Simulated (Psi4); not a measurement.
**One shape, several levels: GeH2F2 (difluorogermane)**

We compute a comparison of 4 runs (HF/STO-3G, HF/3-21G, B3LYP/6-31G*, TPSSh/cc-pVDZ) of GeH2F2 (difluorogermane). 

The results are computed with Psi4 1.11.

### 1 The structure to begin with

GeH2F2 has 5 atoms, charge 0, and is taken as a singlet. As SMILES, `[F][GeH2][F]`. One bond was lengthened or shortened from a relaxed shape.

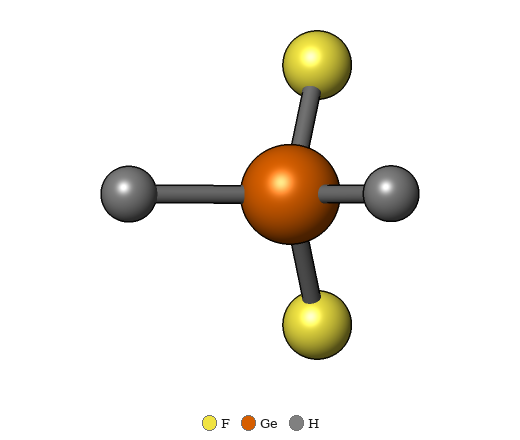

Viewed from a chosen angle; fluorine yellow, germanium orange, hydrogen grey.

### 2 Energy and gradient at HF/STO-3G (run 1)

f2geh2.xyz

```xyz
5
F2GeH2
F     -0.564244     0.454258     1.563979
Ge     0.111356     0.154458     0.005979
F     -0.966144     0.919958    -1.101521
H      0.047300    -1.576200    -0.286700
H      1.454956     0.876758    -0.070421
```

job.py

```python
import psi4

psi4.set_memory('1600 MB')
psi4.set_num_threads(1)
psi4.set_output_file('psi4.out', False)

with open('f2geh2.xyz') as f:
    atoms = ''.join(f.readlines()[2:])
geom = psi4.geometry('0 1\n' + atoms + 'symmetry c1')

psi4.set_options(dict(reference='rhf', puream=True, e_convergence=1e-09, d_convergence=1e-08, scf_type='pk'))

result, w = psi4.gradient('scf/STO-3G', molecule=geom, return_wfn=True)
print('gradient / Eh bohr^-1')
print(result.np.round(6))
print(f'energy = {w.energy():.10f} Eh')
```

Run with:

```bash
$ python job.py
```

psi4.out:

```text
[...]
  Running in c1 symmetry.
[...]
  Nuclear repulsion =  220.345800065294583
[...]
  Multiplicity = 1
[...]
  Nalpha       = 26
  Nbeta        = 26
[...]
    Number of basis functions: 30
[...]
   @RHF iter   1: -2248.77890223812619   -3.49722e+00   1.82083e-02 DIIS/ADIIS
[...]
   @RHF iter  10: -2248.97837424042018    4.54747e-13   1.50158e-09 DIIS
[...]
    Orbital Energies [Eh]
    ---------------------
    Doubly Occupied:
       1A   -400.604369     2A    -50.446431     3A    -45.510605
       4A    -45.510558     5A    -45.510016     6A    -25.824125
       7A    -25.823966     8A     -6.536208     9A     -4.578606
      10A     -4.577817    11A     -4.576175    12A     -1.427797
      13A     -1.412400    14A     -0.719310    15A     -0.716795
      16A     -0.715668    17A     -0.715351    18A     -0.713710
      19A     -0.638941    20A     -0.507412    21A     -0.481233
      22A     -0.464280    23A     -0.426779    24A     -0.398682
      25A     -0.386318    26A     -0.362206
[...]
  @RHF Final Energy: -2248.97837424042018
   => Energetics <=
    Nuclear Repulsion Energy =            220.3458000652945827
    One-Electron Energy =               -3599.4768297058053577
    Two-Electron Energy =                1130.1526554000906799
    Total Energy =                      -2248.9783742404201803
[...]
 Multipole Moments:
 ------------------------------------------------------------------------------------
     Multipole            Electronic (a.u.)      Nuclear  (a.u.)        Total (a.u.)
 ------------------------------------------------------------------------------------
 L = 1.  Multiply by 2.5417464519 to convert [e a0] to [Debye]
 Dipole X            :          0.3497727            0.2157849            0.5655576
 Dipole Y            :          0.0607739           -0.3666780           -0.3059041
 Dipole Z            :         -0.0422138           -0.0965466           -0.1387604
 Magnitude           :                                                    0.6577896
[...]
  -Total Gradient:
     Atom            X                  Y                   Z
    ------   -----------------  -----------------  -----------------
       1       -0.008696673013     0.004922053926     0.022508418359
       2        0.003490026728     0.049016024898     0.008020192081
       3       -0.014508038905     0.011662758021    -0.016097047860
       4       -0.008173169953    -0.088521938448    -0.014230810117
       5        0.027887855133     0.022921101588    -0.000200752471
[...]
```

Standard output:

```text
gradient / Eh bohr^-1
[[-0.008697  0.004922  0.022508]
 [ 0.00349   0.049016  0.00802 ]
 [-0.014508  0.011663 -0.016097]
 [-0.008173 -0.088522 -0.014231]
 [ 0.027888  0.022921 -0.000201]]
energy = -2248.9783742404 Eh
```

It took 1.5 s on 1 thread of AMD EPYC 9R45 (Zen 5), shared host; peak memory 0.2 GiB.

### 3 Energy and gradient at HF/3-21G (run 2)

job.inp

```
memory 1600 MB

molecule system {
  0 1
  F     -1.06626663     0.85842321     2.95549197
  Ge     0.21043234     0.29188332     0.01129867
  F     -1.82574756     1.73846867    -2.08157301
  H      0.08938405    -2.97858632    -0.54178448
  H      2.74946836     1.65683250    -0.13307640
  units au
  symmetry c1
  no_reorient
  no_com
}

set basis 3-21G
set puream true
set e_convergence 1e-09
set d_convergence 1e-08
set scf_type pk

e_tot, wfn = gradient('scf', return_wfn=True)
oeprop(wfn, 'MULLIKEN_CHARGES', 'WIBERG_LOWDIN_INDICES', 'QUADRUPOLE')
```

Run with:

```bash
$ psi4 -i job.inp -o job.out -n 1
```

job.out:

```text
[...]
  Running in c1 symmetry.
[...]
  Nuclear repulsion =  220.345800249909445
[...]
  Multiplicity = 1
[...]
  Nalpha       = 26
  Nbeta        = 26
[...]
    Number of basis functions: 44
[...]
   @RHF iter   1: -2264.07981437643730   -4.48465e+00   1.65163e-02 ADIIS/DIIS
[...]
   @RHF iter  10: -2264.37814780176905    0.00000e+00   3.83641e-09 DIIS
[...]
  @RHF Final Energy: -2264.37814780176905
   => Energetics <=
    Nuclear Repulsion Energy =            220.3458002499094448
    One-Electron Energy =               -3600.8903871360289486
    Two-Electron Energy =                1116.1664390843500314
    Total Energy =                      -2264.3781478017690461
[...]
  -Total Gradient:
     Atom            X                  Y                   Z
    ------   -----------------  -----------------  -----------------
       1       -0.010103861328     0.005900481973     0.027515887470
       2        0.029859794024     0.029273576504     0.000591252822
       3       -0.017236170910     0.014173032725    -0.019867373888
       4       -0.004328958335    -0.055507779524    -0.009043121078
       5        0.001809196567     0.006160688331     0.000803354677
[...]
 Multipole Moments:
 ------------------------------------------------------------------------------------
     Multipole            Electronic (a.u.)      Nuclear  (a.u.)        Total (a.u.)
 ------------------------------------------------------------------------------------
 L = 1.  Multiply by 2.5417464519 to convert [e a0] to [Debye]
 Dipole X            :         17.4628072          -16.4554404            1.0073667
 Dipole Y            :        -31.8476712           31.3905393           -0.4571318
 Dipole Z            :         -7.7837954            7.5519672           -0.2318282
 Magnitude           :                                                    1.1302661
 L = 2.  Multiply by 1.3450342976 to convert [e a0^2] to [Debye ang]
 Quadrupole XX       :        -70.8141272           49.2170905          -21.5970367
 Quadrupole XY       :         31.9126326          -30.5491521            1.3634805
[...]
  Mulliken Charges: (a.u.)
   Center  Symbol    Alpha    Beta     Spin     Total
       1     F     4.76060  4.76060  0.00000 -0.52120
       2    GE    15.26485 15.26485  0.00000  1.47030
       3     F     4.76060  4.76060  0.00000 -0.52120
       4     H     0.60131  0.60131  0.00000 -0.20261
       5     H     0.61264  0.61264  0.00000 -0.22529
   Total alpha = 26.00000, Total beta = 26.00000, Total charge =  0.00000
  Wiberg Bond Indices using Orthogonal Lowdin Orbitals:
[...]
```

It took 1.5 s on 1 thread of AMD EPYC 9R45 (Zen 5), shared host; peak memory 0.2 GiB.

Run 3 isn't shown in full; the table further down has it.

### 4 Energy and gradient at TPSSh/cc-pVDZ (run 4)

f2geh2.json

```json
{
  "schema_name": "qcschema_input",
  "schema_version": 1,
  "molecule": {
    "schema_name": "qcschema_molecule",
    "schema_version": 2,
    "symbols": ["F", "Ge", "F", "H", "H"],
    "geometry": [-1.06626663, 0.85842321, 2.95549197, 0.21043234, 0.29188332, 0.01129867, -1.82574756, 1.73846867, -2.08157301, 0.08938405, -2.97858632, -0.54178448, 2.74946836, 1.6568325, -0.1330764],
    "molecular_charge": 0,
    "molecular_multiplicity": 1,
    "fix_symmetry": "c1"
  },
  "driver": "gradient",
  "model": {
    "method": "tpssh",
    "basis": "cc-pVDZ"
  },
  "keywords": {
    "reference": "rks",
    "puream": true,
    "e_convergence": 1e-09,
    "d_convergence": 1e-08,
    "scf_type": "pk",
    "dft_radial_points": 99,
    "dft_spherical_points": 590
  }
}
```

Run with:

```bash
$ psi4 --qcschema f2geh2.json -n 1 --memory 1600MB
```

stdout:

```text
[...]
  Running in c1 symmetry.
[...]
  Nuclear repulsion =  220.345800249909445
[...]
  Multiplicity = 1
[...]
  Nalpha       = 26
  Nbeta        = 26
[...]
    Number of basis functions: 65
[...]
   @RKS iter   1: -2277.30497499837293   -3.06450e+00   1.67447e-02 ADIIS/DIIS
[...]
   @RKS iter  11: -2277.87483178558205   -5.45697e-12   2.74460e-09 DIIS
[...]
  @RKS Final Energy: -2277.87483178558205
   => Energetics <=
    Nuclear Repulsion Energy =            220.3458002499094448
    One-Electron Energy =               -3612.4299674243561640
    Two-Electron Energy =                1205.0779232109966870
    DFT Exchange-Correlation Energy =     -90.8685878221326391
    Empirical Dispersion Energy =           0.0000000000000000
    VV10 Nonlocal Energy =                  0.0000000000000000
    Total Energy =                      -2277.8748317855825007
[...]
 Multipole Moments:
 ------------------------------------------------------------------------------------
     Multipole            Electronic (a.u.)      Nuclear  (a.u.)        Total (a.u.)
 ------------------------------------------------------------------------------------
 L = 1.  Multiply by 2.5417464519 to convert [e a0] to [Debye]
 Dipole X            :          0.5837373            0.2157849            0.7995222
 Dipole Y            :          0.0129490           -0.3666780           -0.3537289
 Dipole Z            :         -0.0858742           -0.0965466           -0.1824208
 Magnitude           :                                                    0.8931054
[...]
  -Total Gradient:
     Atom            X                  Y                   Z
    ------   -----------------  -----------------  -----------------
       1        0.005792533746    -0.001968126980    -0.014286919427
       2       -0.010605471641     0.055587680781     0.011290745516
       3        0.009549181141    -0.006313308446     0.010545572323
       4       -0.002539114007    -0.047915201985    -0.007986870475
       5       -0.002359430807     0.000521612800     0.000446753131
[...]
```

The result, in JSON:

```text
{
 "driver": "gradient",
 "model": {
  "method": "tpssh",
  "basis": "cc-pVDZ"
 },
 "success": true,
 "return_result": [0.0057925337463667625, -0.0019681269797340722, -0.014286919427117434, -0.010605471640756939, 0.055587680780652, 0.011290745515573825, 0.009549181140753538, -0.006313308445654267, 0.010545572322822633, -0.0025391140072901653, -0.047915201984545075, -0.007986870475122827, -0.002359430806953444, 0.0005216128004653375, 0.0004467531309967484],
 "properties": {
  "calcinfo_nbasis": 65,
  "calcinfo_nmo": 65,
  "calcinfo_nalpha": 26,
  "calcinfo_nbeta": 26,
  "calcinfo_natom": 5,
  "nuclear_repulsion_energy": 220.34580024990944,
  "return_energy": -2277.874831785582,
  "return_gradient": [0.0057925337463667625, -0.0019681269797340722, -0.014286919427117434, -0.010605471640756939, 0.055587680780652, 0.011290745515573825, 0.009549181140753538, -0.006313308445654267, 0.010545572322822633, -0.0025391140072901653, -0.047915201984545075, -0.007986870475122827, -0.002359430806953444, 0.0005216128004653375, 0.0004467531309967484],
  "scf_one_electron_energy": -3612.429967424356,
  "scf_two_electron_energy": 1205.0779232109967,
  "scf_xc_energy": -90.86858782213264,
  "scf_dipole_moment": [0.7995222328150127, -0.3537289391349008, -0.1824207501304948],
  "scf_total_energy": -2277.874831785582,
  "scf_total_gradient": [0.0057925337463667625, -0.0019681269797340722, -0.014286919427117434, -0.010605471640756939, 0.055587680780652, 0.011290745515573825, 0.009549181140753538, -0.006313308445654267, 0.010545572322822633, -0.0025391140072901653, -0.047915201984545075, -0.007986870475122827, -0.002359430806953444, 0.0005216128004653375, 0.0004467531309967484],
  "scf_iterations": 11
 }
}
```

Wall time 31 s (1 thread of AMD EPYC 9R45 (Zen 5), shared host); peak memory 1 GiB.

### 5 All runs side by side

```tsv
run	level	integration grid	energy (Eh)	dipole moment (D)	HOMO energy (eV)	LUMO energy (eV)	wall time
1	HF/STO-3G	–	-2248.978374	1.67	-9.86	9.64	1.5 s
2	HF/3-21G	–	-2264.378148	2.87	-13.01	4.04	1.5 s
3	B3LYP/6-31G* (spherical functions)	99 radial × 590 angular	-2277.687405	2.34	-9.27	-0.39	7.8 s
4	TPSSh/cc-pVDZ	99 radial × 590 angular	-2277.874832	2.27	-8.88	-0.75	31 s
```

### 6 Results

| quantity | value |
| --- | --- |
| run 4: total energy | -2277.87483 Eh |
| run 4: dipole moment | 2.27 D |
| run 4: HOMO energy | -8.88 eV |
| run 4: LUMO energy | -0.75 eV |
| run 4: HOMO–LUMO gap | 8.12 eV |
| run 4: largest force on an atom | 2.967 eV/Å |

In words: The dipole moment (its size) runs from 1.67 D (HF/STO-3G) to 2.87 D (HF/3-21G). The HOMO–LUMO gap runs from 8.12 eV (TPSSh/cc-pVDZ) to 19.50 eV (HF/STO-3G). The two ends differ in method and basis. Totals of different functionals can't be ranked against each other. In run 1 the basis is minimal, so the values are rough. All runs together took 41 s, the longest 31 s.
